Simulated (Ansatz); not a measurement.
FH7NSiSn (SMILES F[SiH2][NH2+][SnH3]) (charge +1)

Input file:

```
crystal:
  periodic: [false, false, false]
  atoms:
    - {symbol: F, position_ang: [-0.542786, -0.981827, 2.350267]}
    - {symbol: "N", position_ang: [-0.937402, 1.021882, 0.650423]}
    - {symbol: Si, position_ang: [-0.997012, -0.806378, 0.809383]}
    - {symbol: Sn, position_ang: [0.240310, 2.030034, 2.309857]}
    - {symbol: H, position_ang: [0.030200, -1.333222, -0.107881]}
    - {symbol: H, position_ang: [-2.393277, -1.240208, 0.621815]}
    - {symbol: H, position_ang: [-1.878203, 1.432464, 0.660787]}
    - {symbol: H, position_ang: [-0.524153, 1.311197, -0.243619]}
    - {symbol: H, position_ang: [1.667489, 1.124630, 2.238893]}
    - {symbol: H, position_ang: [-0.818088, 1.796066, 3.606927]}
    - {symbol: H, position_ang: [0.287755, 3.582031, 1.624240]}
basis:
  gaussian:
    orbitals: def2-TZVPD
total_charge: 1
hamiltonian:
  xc: pbe0
output: {forces: true, orbitals: {seedname: orbitals}}
```

Run with:

```sh
ansatz run input.yaml --threads 2 --pin off --max-ram 4350MiB --events-out events.jsonl --progress --plain --runs-dir runs
```

Geometry: PBE0-D3(BJ)/def2-SVP; core potentials replace the inner electrons of Sn.

These are results of isolated molecule in a Gaussian basis; Kohn-Sham density functional theory, functional PBE0 in Ansatz 0.2.0, not measurements.

**What can the converged electron density and electron localisation function tell about the bonding?**

Si–N (1.84 Å): ρ at the midpoint is about 0.93 e/Å³; the ELF peaks at about 0.95 between the atoms, as expected for a polar covalent bond.
Sn–N (2.27 Å): the density is about 0.47 e/Å³ at the midpoint; the ELF peaks at about 0.90 in the valence shell of N, 0.7 Å from its nucleus, and drops to about 0.15 between the two atoms.

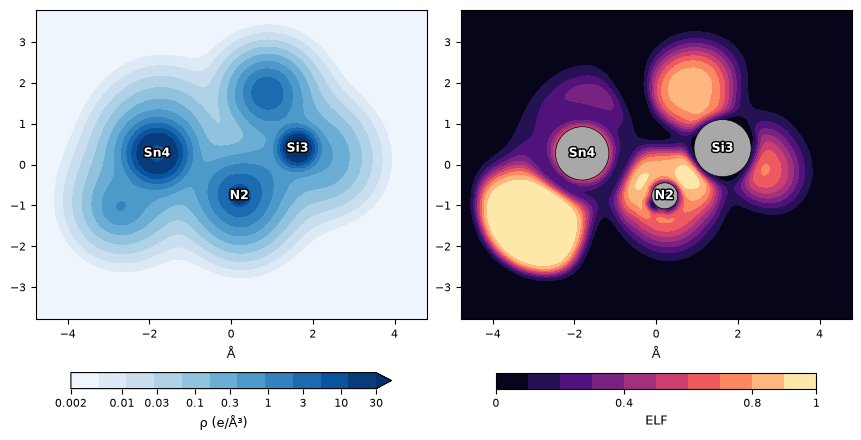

Computed electron density and electron localisation function on the plane of atoms Si3, N2 and Sn4, in this order. Grey discs cover the atomic cores in the ELF map. 
